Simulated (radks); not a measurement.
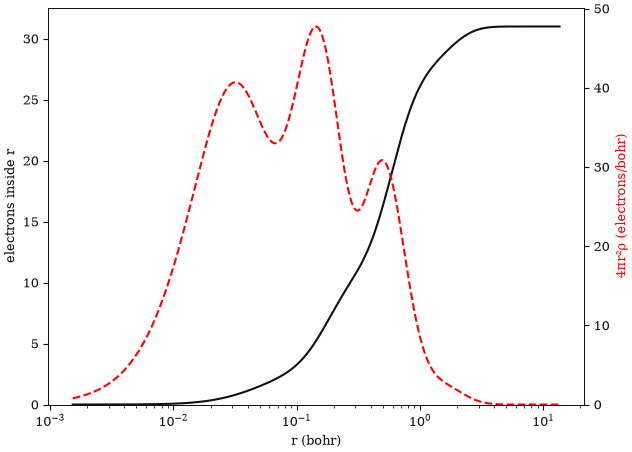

The arsenic ion As²⁺ in the configuration [Ar] 3d10 4s2 4p1 (high spin). The calculation used the in-house radial solver radks at this level: scalar-relativistic Kohn-Sham, PBE, spin-polarised, spherical densities, finite nucleus.

The plot shows the number of electrons inside radius r (solid) and the radial density 4πr²ρ (dashed).

Question: Read the plot.

Answer: The count levels off at 31 electrons. Half of them lie within 0.475 bohr, 90 % within 1.31 bohr and 99 % within 2.85 bohr. The radial density has minima at 0.0670 and 0.311 bohr, where the count stands at 2.1 and 11.0; these part the shells that the density resolves.
